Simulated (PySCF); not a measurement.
**Cl₂Sn, SMILES `Cl[Sn]Cl`: what the electrons do**

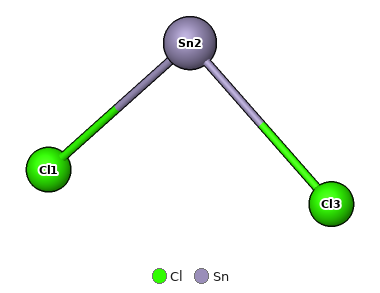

The molecule, with its atoms numbered as below. No frequency check shows the geometry to be a minimum.

Geometry (Å), atoms numbered from 1:

```
Cl1      1.8145    0.9146    0.0000
Sn2      0.0000   -0.6219    0.0000
Cl3     -1.8146    0.9145    0.0000
```

### 1. Bonding charge

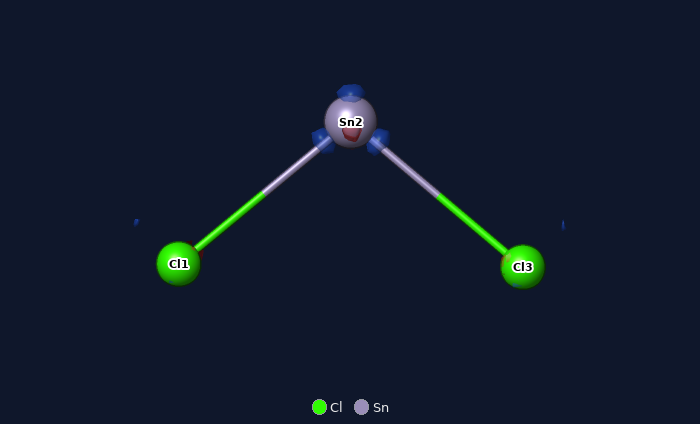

Deformation density (molecule less spherical, spin-averaged free atoms at the same positions), surfaces at ±0.1 e/Å³; blue: gain, red: loss.

Computed with PySCF, CAM-B3LYP/def2-SVP, geometry: GFN2-xTB. Core potentials replace the inner electrons of Sn; spin–orbit coupling isn't included.

Q: Describe the bonding that the map shows.

A: Cl1–Sn2 and Sn2–Cl3: +0.01 e/Å³ at the bond critical point (bond length 2.38 Å, Mayer order 1.1). In all, 0.7 electrons gather in the regions of gain relative to the promolecule. A small or negative value marks a very polar bond, one between electron-rich atoms, whose free-atom densities already overlap strongly, a long bond to a heavier atom, or a closed-shell contact such as a hydrogen bond.

Q: Where do the Hirshfeld charges lie?

A: The highest Hirshfeld charge is on Sn2 (+0.47 e), the lowest on Cl1 and Cl3 (−0.23 e).

| atom | charge (e) |
| --- | --- |
| Cl1 | −0.23 |
| Sn2 | +0.47 |
| Cl3 | −0.23 |

### 2. Bond critical points

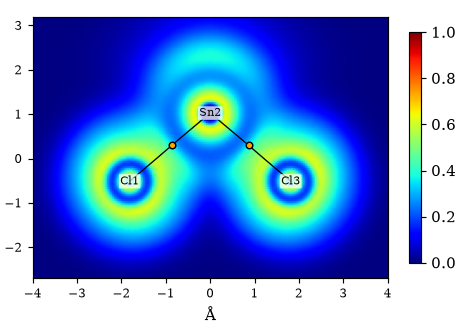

Localised orbital locator (LOL) in the molecular plane, with bond paths and bond critical points (dots).

Q: Rank the bonds in the plane by LOL at their critical points.

A: Cl1–Sn2 and Sn2–Cl3: about 0.36. Values above 0.5 mark slow, localised electrons, as in shared pairs; low values at a critical point mark a polar or closed-shell contact whose critical point lies between the shells.

### 3. Local ionisation energy

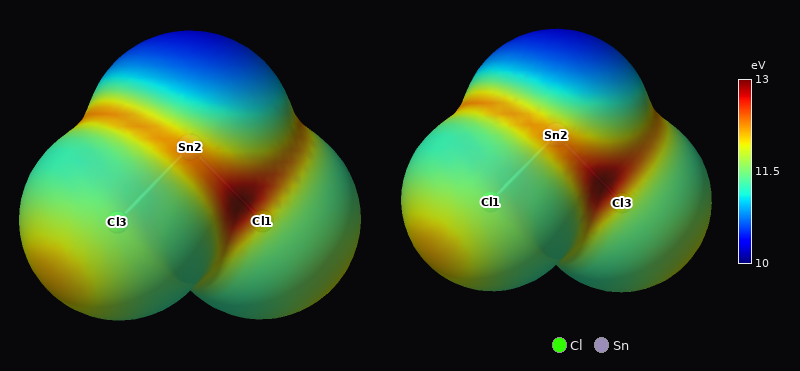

Average local ionisation energy on the surface of electron density 0.001 a.u. (back view left, front view right).

Q: Where are the most loosely bound electrons on this surface?

A: The lowest value is 10.4 eV, 2.4 Å from Sn2. Further minima include 11.2 eV, 2.1 Å from Cl1, and at like points elsewhere; 11.3 eV, 2.0 Å from Cl1, and at like points elsewhere. For comparison, the highest occupied orbital lies at −9.0 eV.

### 4. Excited states

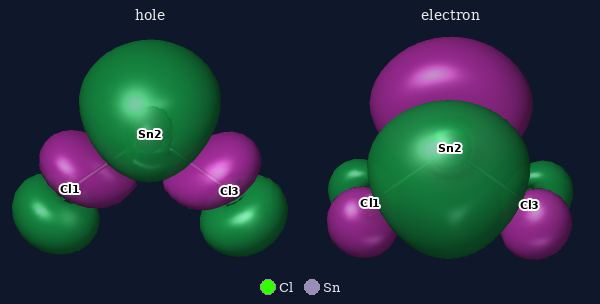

Leading natural transition orbital pair of S₁ (CIS singlet states); the surfaces enclose about 85 % of each orbital's density.

PySCF calculation, HF/def2-SVP, gas phase; geometry: GFN2-xTB. Core potentials replace the inner electrons of Sn; spin–orbit coupling isn't included. Without diffuse functions Rydberg states are missing, so the states' numbers hold for this basis only.

Q: Give its energy and the atoms that hole and electron lie on.

A: 4.30 eV (288 nm), f = 0.108 (bright); the leading pair carries 99 %; hole on Sn2 (55 %) and Cl1 and Cl3 (23 % each), electron on Sn2 (85 %) and Cl1 and Cl3 (8 % each); their centroids lie 0.2 Å apart. In canonical orbitals it is mainly HOMO → LUMO (98 %). The HOMO–LUMO gap is 9.81 eV.

### 5. In an electric field

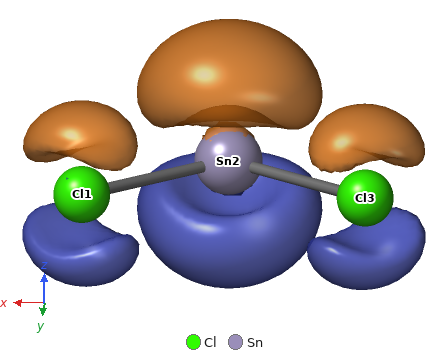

Change of the electron density in a uniform field of 0.51 V/Å, surfaces at ±0.004 e/Å³ (orange: gain, blue: loss).

Level of theory: PBE0/def2-SVP (PySCF), at a geometry from GFN2-xTB. Core potentials replace the inner electrons of Sn; spin–orbit coupling isn't included. A basis without diffuse functions makes polarisabilities too small.

The field was applied in both directions; the picture shows the one opposite to the script's first.

Q: Along which Cartesian direction does the field point?

A: Along −z: electrons gather on the +z side, against the field.

Q: How large is the response?

A: The induced dipole is 0.90 D (along the field); α along this axis, from the fields in both directions, is 35 bohr³ (5.2 Å³).

### 6. Removing or adding an electron

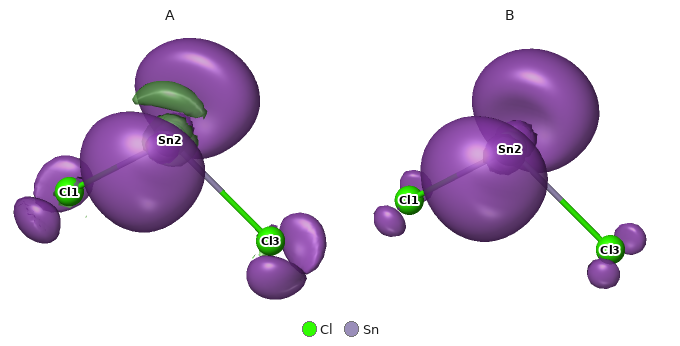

The Fukui function f⁺ from two separate SCF calculations and the density of the LUMO, at ±0.03 e/Å³ (purple positive, green negative).

Computed with PySCF, HF/def2-SVP, geometry: GFN2-xTB. Core potentials replace the inner electrons of Sn; spin–orbit coupling isn't included.

Q: Which panel is which, and how good is the frozen-orbital picture?

A: A is f⁺ (it has negative regions), B the LUMO density. The LUMO lies on Sn2 (86 %) and Cl1 and Cl3 (7 % each); f⁺ (Hirshfeld-condensed) is largest on Sn2 (0.73); the vertical electron affinity is 0.83 eV (the stability of the anion's solution wasn't checked; rough: the basis has no diffuse functions). Relaxation shifts 13 % of the electron between atoms. The orbital energy is −0.32 eV.

The PySCF runs shown took 6.5 s, 6.9 s, 9.5 s and 5 s on 1 thread of Intel(R) Xeon(R) Platinum 8259CL CPU @ 2.50GHz (Skylake/Cascade Lake), with other jobs on the host.
